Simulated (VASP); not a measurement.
Band structure of ZrS2 (1T layered). Method: r2SCAN meta-GGA, VASP's PBE PAW potentials (set 64) (plane waves; VASP 6.6.1).

The path is coarsely sampled, so an indirect gap can come out somewhat too large.

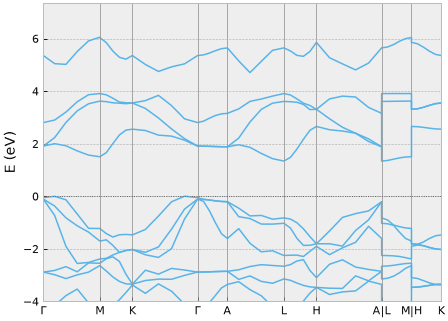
Figure: Bands along high-symmetry lines, zero at the valence-band maximum or, without a gap, the Fermi level

Read the plot: is there a gap, and where are the band edges?

The gap is indirect, 1.34 eV, from the valence maximum at K-Γ at 0.80 to the conduction minimum at L.

The compound is ZrS2 in the 1T layered structure. It was relaxed first, which changed the volume by +6 %.
